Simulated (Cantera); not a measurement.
Feed: 1 mol Fe₃O₄, 0.55 mol CH₄, 2.1 mol N₂, 6.7 mol CO, held at 71000 Pa.

Method: chemical equilibrium by Gibbs-energy minimisation in Cantera with the NASA 1993 tables (ideal gas, pure condensed phases). Candidate condensed phases: C, C₆H₆, C₇H₈, C₈H₁₈, Fe, Fe(CO)₅, FeO, Fe(OH)₂, Fe(OH)₃, Fe₂O₃, Fe₃O₄, H₂O; 140 gas species. Mutual solubility and eutectic melting of coexisting phases are not modelled. The tables' stoichiometric FeO is somewhat more stable than real wüstite, so its field is too wide. FeO: taken at fixed stoichiometry. The numbers say what is thermodynamically allowed, not how fast it happens.

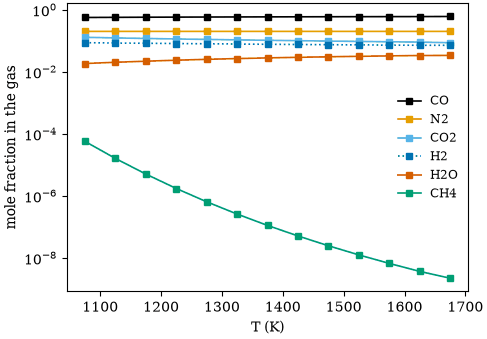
Equilibrium gas composition (values under 1e-9 drawn at 1e-9)

From 1075 K to 1175 K the condensed part is Fe(α) + FeO(s). From 1225 K to 1625 K the condensed part is Fe(γ) + FeO(s). At 1675 K the condensed part is Fe(δ) + FeO(l).
